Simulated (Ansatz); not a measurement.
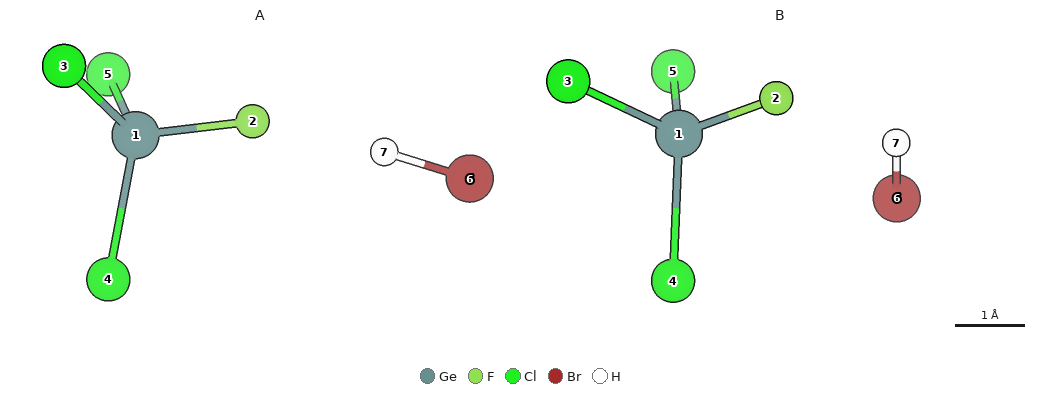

Two geometries of GeHBrCl3F, drawn at one scale. One is the start of a relaxation, the other its converged end. The picture is a ball-and-stick view, seen at a tilt.

Method: Ansatz, RKS B3LYP/def2-SVP. (no spin polarisation; force threshold 0.03 eV/Å; at most 50 steps)

Which one is relaxed?

Structure A is the relaxed one. The run prepares an end point of a later path (reaction) calculation, from a guessed geometry. The energy falls by 4.52 kcal/mol in 19 accepted moves (20 points after the start). Largest force component: 1.3 eV/Å at the start, 0.028 eV/Å at the end. The line search rejected the trial step at point 10 of the run. The forces were under the threshold at step 17, but the run went on from there. Br6 moves most after the best rigid fit: 1.45 Å. By element the largest moves are Br 1.45 Å, Cl 0.65 Å, F 0.63 Å, Ge 0.34 Å, H 0.27 Å. Among the contacts that change: Br6–H7 1.500 → 1.433 Å, Ge1–F2 1.710 → 1.739 Å, Ge1–Cl3 2.143 → 2.132 Å. Among the angles between lasting bonds that change: Cl4–Ge1–Cl5 115.1° → 111.7°, Cl3–Ge1–Cl4 108.9° → 112.0°, F2–Ge1–Cl3 104.4° → 106.8°.
